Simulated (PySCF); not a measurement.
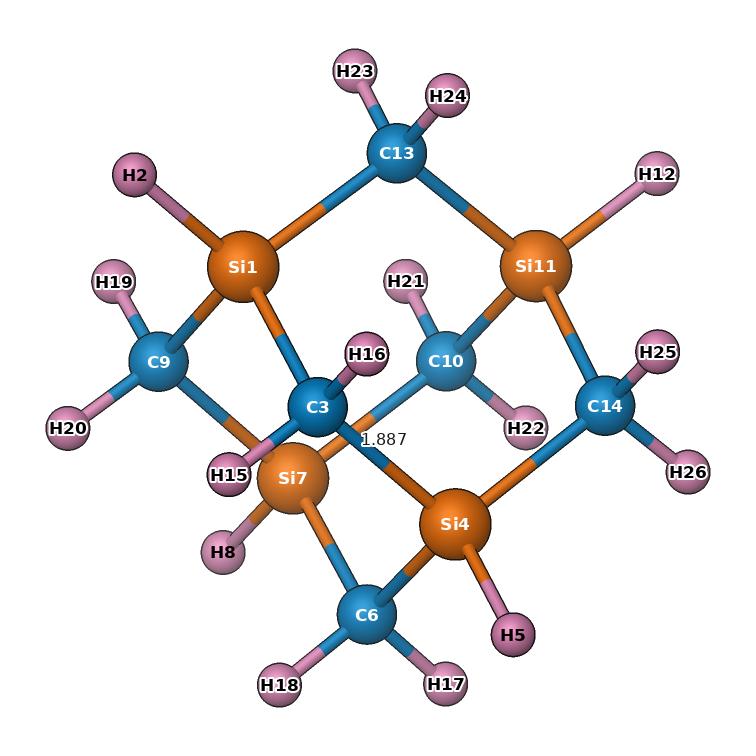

Bond lengths are marked in Å; every bond is drawn as one stick. The computed structure is the end point of a PBE0-D3(BJ)/def2-SVP optimisation. No frequency run is at hand to confirm it as a minimum.

Which of the marked bonds are single, double, triple or aromatic?

Si7–C10 single.

Write the SMILES.

C1[SiH]2C[SiH]3C[SiH]1C[SiH](C2)C3
